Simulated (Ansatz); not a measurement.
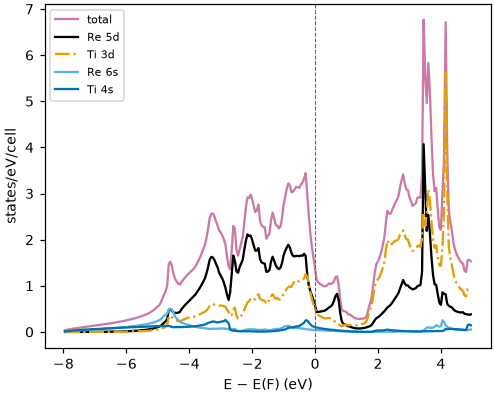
Total and projected density of states of TiRe (CsCl type, Pm-3m), r²SCAN in the plane-wave PAW code Ansatz

### Question
Which orbitals carry the states next to the Fermi level?

### Answer
Within 0.5 eV of the Fermi level: Re 5d 47 %, Ti 3d 36 %, Ti 4s 7 %, outside the projected shells 8 %. Projections are on Löwdin-orthogonalised atomic valence shells; empty p or d shells of many metals are not among them.

### Question
Where is the tallest occupied peak in this window, and what makes it?

### Answer
Near -0.3 eV, about 3.4 states/eV per cell; the largest projected share is Re 5d.

The workflow started from an entry of the Crystallography Open Database (COD). Its standing as an ambient phase is unchecked. Symmetry was held in the r²SCAN relaxation; its stability against distortions is not shown here. No spin polarisation was allowed. Spin–orbit coupling is left out wherever it is not named.

Potentials: the later of the program's two PAW sets.
